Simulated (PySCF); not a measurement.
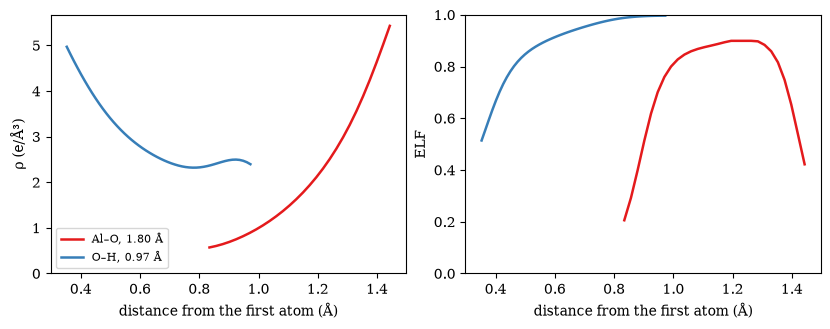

AlH4O4 (charge −1). Electron density and ELF along straight lines between neighbouring atoms. The curves leave out the atomic cores.

Geometry: BP86-D3(BJ)/ma-def2-SVP.

These are results of PySCF 2.14.0, density-fitted response routines, DFT single point, gas phase, functional PBE0, not measurements.

The calculation's input:

```
{"job": {"kind": "sp", "xc": "PBE0", "basis": "ma-def2-SVP", "d3": "d3bj", "grid": 2}, "charge": -1, "multiplicity": 1}
Al     0.001395    -0.001249    -0.002780
O     -0.052256     0.152640     1.793533
H     -0.842494     0.648205     2.068769
O      1.753791    -0.044652    -0.432025
H      2.284889     0.393188     0.254939
O     -0.989896     1.372511    -0.625944
H     -1.421508     1.132171    -1.463586
O     -0.703369    -1.487963    -0.742702
H     -0.008772    -2.150090    -0.899864
```

Run with:

```sh
OMP_NUM_THREADS=1 python redox_run.py task.json out
```

Question: What can be read from the curves?

Answer: Al–O (1.80 Å): ρ is about 0.69 e/Å³ halfway; the ELF peaks at about 0.90 in the valence shell of O, 0.6 Å from its nucleus, and is about 0.50 at the midpoint.
O–H (0.97 Å): the density is about 3.5 e/Å³ at the midpoint; the ELF climbs to about 1 towards the hydrogen, as it does in any bond to H; an ordinary covalent bond to hydrogen.
